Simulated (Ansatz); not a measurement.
Base system: FeO in the CsCl type structure (space group Pm-3m, No. 221; a = 2.6205 Å; ferromagnetic; a hypothetical phase, not in the database extracts checked).

Structures relaxed with r2SCAN, PAW, 500 eV (Ansatz, an electronic-structure program; no SOC).

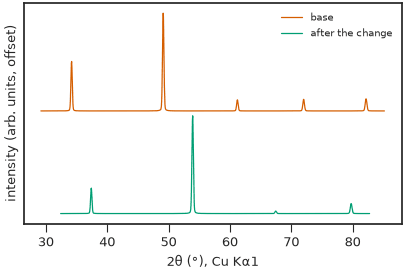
Figure: Simulated powder patterns before (top) and after one change

Question: Which change produced these results?
A. O → F
B. Fe → B
C. Fe → Co

Answer: B, Fe → B. Its volume per atom is 6.93 Å³ against 9.00 Å³, and its space group is Pm-3m (No. 221).

No phonon test of stability was made. As relaxed here, BO, FeF and CoO are hypothetical phases, not in the database extracts checked. No Hubbard U is applied and the magnetic state is the run's own (FeO ferromagnetic; FeF ferromagnetic; CoO ferromagnetic); small cells can't hold the antiferromagnetic order that many such compounds have, so gaps and moments can be off. Spin-polarised in the final run: base, FeF and CoO; the other runs are not. An odd electron count without spin: BO.
